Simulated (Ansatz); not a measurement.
## How far to go with the k-point mesh: a (110) slab of BePd (cut from a parent of space group no. 221; 10 atoms in the cell)

```xyz
10
Lattice="2.8032 0.0000 0.0000 0.0000 3.9643 0.0000 0.0000 0.0000 21.9287" Properties=species:S:1:pos:R:3 pbc="T T T"
Be     0.0000     2.9732     7.0000
Pd     1.4016     0.9911     7.0000
Be     0.0000     0.9911     8.9822
Pd     1.4016     2.9732     8.9822
Be     0.0000     2.9732    10.9644
Pd     1.4016     0.9911    10.9644
Be     0.0000     0.9911    12.9465
Pd     1.4016     2.9732    12.9465
Be     0.0000     2.9732    14.9287
Pd     1.4016     0.9911    14.9287
```

Level of theory: PBEsol, default PAW files made with PBE (plane waves; Ansatz, a first-principles code).

Base settings: basis.ecutwfc = 30.9 Ry; kpoints.mp_grid.grid = 9 7 1; hamiltonian.xc = pbesol; hamiltonian.pseudopotentials = {kind: paw} (the program's default PAW files); scf.occupations.method = fermi_dirac; scf.occupations.width = 0.0073 Ry.

Only quantities that move along the ladder and can be compared are tabulated.

The count of work is k-points × plane waves × bands × iterations; it is no time. Core times come from one kind of shared machine, to one figure; runs under 30 s give none.

The starting cell comes from a database of computed structures (which also holds hypothetical and non-ambient phases and stackings), without a prior relaxation at this level. The slab is cut from that crystal, and its faces are unrelaxed. Its lattice was rescaled by up to half a per cent. Spin polarisation is off.

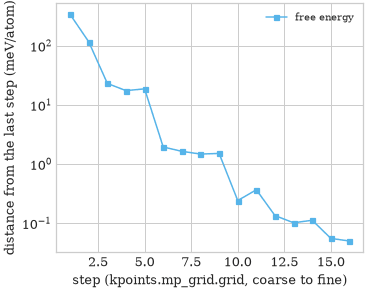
Figure. Distance from the last step along the ladder; very small values are drawn at a floor.

```csv
kpoints.mp_grid.grid,free energy less the last step's (meV/atom),largest difference of a force vector from the last step's (eV/Å),count of work / last,core time / last (rough)
2 2 1,340.10,0.361,0.028,–
3 2 1,-117.15,0.200,0.026,–
4 3 1,23.12,0.127,0.034,–
5 3 1,17.50,0.058,0.034,–
5 4 1,-18.72,0.094,0.058,–
6 5 1,1.95,0.024,0.068,–
7 5 1,-1.65,0.013,0.068,–
9 6 1,-1.48,0.030,0.11,–
9 7 1,-1.52,0.014,0.11,–
10 7 1,0.24,0.010,0.12,–
12 8 1,0.37,0.011,0.20,0.2
14 10 1,-0.13,0.003,0.27,0.2
16 11 1,0.10,0.004,0.31,0.3
19 13 1,-0.11,0.002,0.40,0.6
22 16 1,-0.06,0.002,0.61,0.5
26 18 1,0.01,0.001,0.80,0.5
30 21 1,0.00,0.000,1.0,1
```

Coarsest kpoints.mp_grid.grid that holds the forces within 0.02 eV/Å of the last step, with all finer ones: 9 7 1, at 0.11 of the last step's count of work; the step before is off by 0.030 eV/Å.

Coarsest kpoints.mp_grid.grid that holds the free energy within 5 meV/atom of the last step, with all finer ones: 6 5 1, at 0.068 of the last step's count of work; the step before is off by 19 meV/atom.

Keys are those of Ansatz 0.2.
